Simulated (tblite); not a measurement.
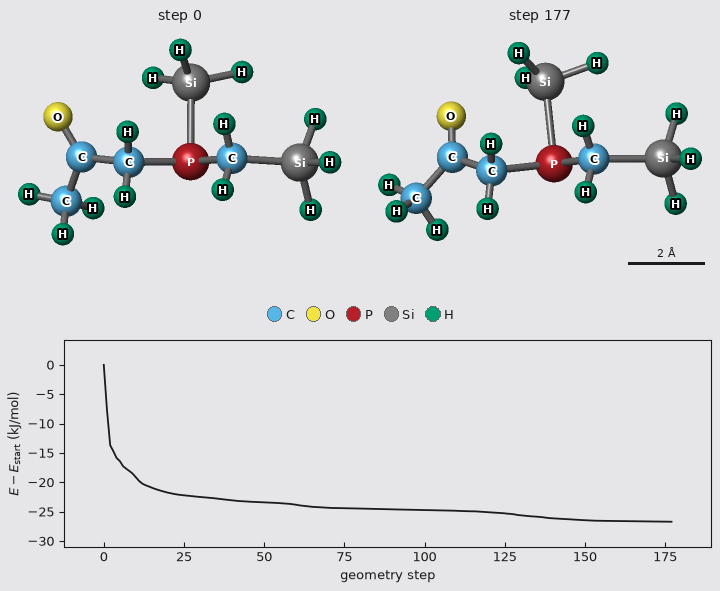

First and last geometry of a relaxation of C4H13OPSi2, with the history of the run. The picture is a ball-and-stick view, seen at a tilt.

Computed with GFN2-xTB geometry optimisation, gas phase in tblite. 

What do the curves and the structures tell?

It converged. Over 177 geometry steps the energy falls by 26.7 kJ/mol. The atom that moves furthest after the best rigid fit is the O atom (1.15 Å). By element the largest moves are O 1.15 Å, H 1.03 Å, C 0.38 Å, Si 0.19 Å, P 0.15 Å. Among the contacts that change: O–Si 3.734 → 2.673 Å, C–Si 1.864 → 1.904 Å, H–Si 1.488 → 1.454 Å, C–P 1.857 → 1.889 Å. Among the angles between lasting bonds that change: C–C–P 118.7° → 106.5°, C–C–H 106.5° → 112.6°, P–Si–H 107.2° → 113.2°. Groups turn about C–C by about 45°.

| step | E − E(0), kJ/mol |
| --- | --- |
| 0 | 0.00 |
| 1 | -7.69 |
| 2 | -13.69 |
| 3 | -14.73 |
| 4 | -15.86 |
| 5 | -16.38 |
| 6 | -17.26 |
| 7 | -17.69 |
| 8 | -18.08 |
| 9 | -18.52 |
| 10 | -19.14 |
| 19 | -21.63 |
| 28 | -22.39 |
| 36 | -22.82 |
| 45 | -23.29 |
| 54 | -23.51 |
| 63 | -24.06 |
| 72 | -24.38 |
| 80 | -24.47 |
| 89 | -24.60 |
| 98 | -24.71 |
| 107 | -24.80 |
| 115 | -24.94 |
| 124 | -25.24 |
| 133 | -25.78 |
| 142 | -26.20 |
| 151 | -26.48 |
| 159 | -26.59 |
| 168 | -26.66 |
| 177 | -26.71 |
